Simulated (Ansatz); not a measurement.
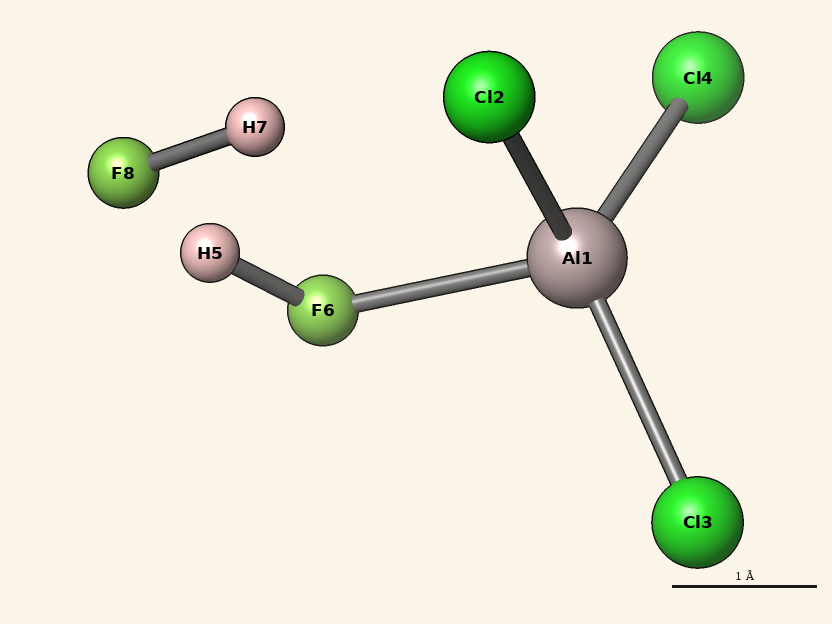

Figure made from data computed with Ansatz.

Geometry: start.

Find the hydrogen bonds (donors O, N, F, S or Cl) and give their geometry.

```
    D–H···A  D–H (Å)  H···A (Å)  angle (°)            kind
 F6–H5···F8     1.10       1.22        164  intermolecular
F8–H7···Cl2     1.10       1.68        160  intermolecular
```
